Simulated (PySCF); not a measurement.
Al(F)(Me)(Ph), C7H8AlF, SMILES [CH3][Al]([F])[c]1ccccc1 at its GFN2-xTB optimised geometry (Å):

```
17

Al     1.0098     1.7823     0.0000
F      0.1969     3.2250     0.0000
C      2.9980     1.7823     0.0000
H      3.4194     1.2763     0.8725
H      3.3807     2.8080     0.0046
H      3.4201     1.2842    -0.8767
C     -0.1429     0.1678     0.0015
C      0.4122    -1.1136    -0.0025
C     -0.3922    -2.2393     0.0001
C     -1.7713    -2.1034     0.0069
C     -2.3439    -0.8419     0.0110
C     -1.5357     0.2818     0.0082
H      1.4903    -1.2200    -0.0078
H      0.0523    -3.2250    -0.0033
H     -2.4000    -2.9824     0.0093
H     -3.4201    -0.7380     0.0165
H     -1.9816     1.2706     0.0112
```

Method: CAM-B3LYP/def2-SVP in PySCF.

Map of the deformation density (molecule minus spherical neutral atoms) (e/bohr³) on the plane z = 0.6 Å:

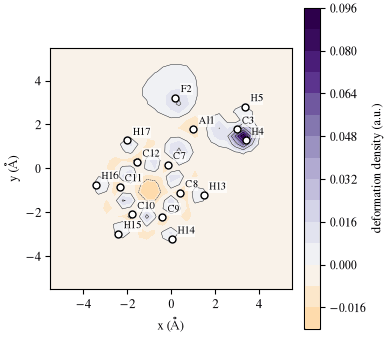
*Deformation density (molecule minus spherical neutral atoms) (e/bohr³) on the plane z = 0.6 Å.*
